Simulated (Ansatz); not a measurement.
System: AlGaH2O (SMILES [Al][O][GaH2]).

The calculation's input:

```
crystal:
  periodic: [false, false, false]
  atoms:
    - symbol: Al
      position_ang: [-4.165476, -1.208082, -3.095159]
    - symbol: Ga
      position_ang: [-2.031340, 0.076741, -0.684967]
    - symbol: O
      position_ang: [-3.126359, -0.581662, -1.921245]
    - symbol: H
      position_ang: [-2.644312, 0.300355, 0.734921]
    - symbol: H
      position_ang: [-0.565303, 0.366449, -1.141743]
basis:
  gaussian: {orbitals: def2-TZVPD}
hamiltonian: {xc: pbe0}
output: {forces: true, orbitals: {seedname: orbitals}}
```

Run with:

```sh
ansatz run input.yaml --threads 2 --pin off --max-ram 4350MiB --events-out events.jsonl --progress --plain --runs-dir runs
```

Geometry: PBE0-D4/def2-TZVP.

Theory: isolated molecule in a Gaussian basis; Kohn-Sham density functional theory, functional PBE0 (Ansatz 0.2.0).

**What will maps of the electron density and electron localisation function show?**

Al–O (1.69 Å): the density is about 0.88 e/Å³ at the midpoint; the ELF peaks at about 0.85 in the valence shell of O, 0.6 Å from its nucleus, and is about 0.40 at the midpoint.
Ga–O (1.78 Å): ρ at the midpoint is about 0.91 e/Å³; the ELF peaks at about 0.85 in the valence shell of O, 0.6 Å from its nucleus, and is about 0.25 at the midpoint.
Ga–H (1.56 Å): the density is about 1 e/Å³ at the midpoint; the ELF climbs to about 1 towards the hydrogen.

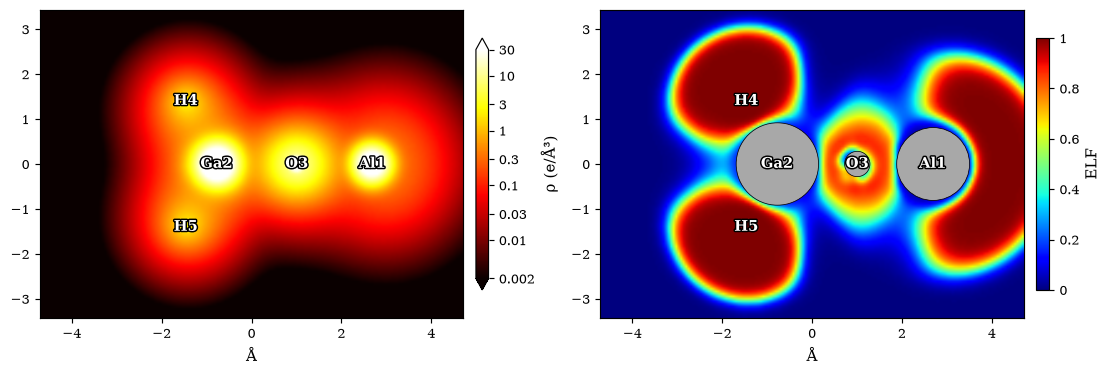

Computed electron density and electron localisation function on the molecular plane, in this order. Grey discs cover the atomic cores in the ELF map. 
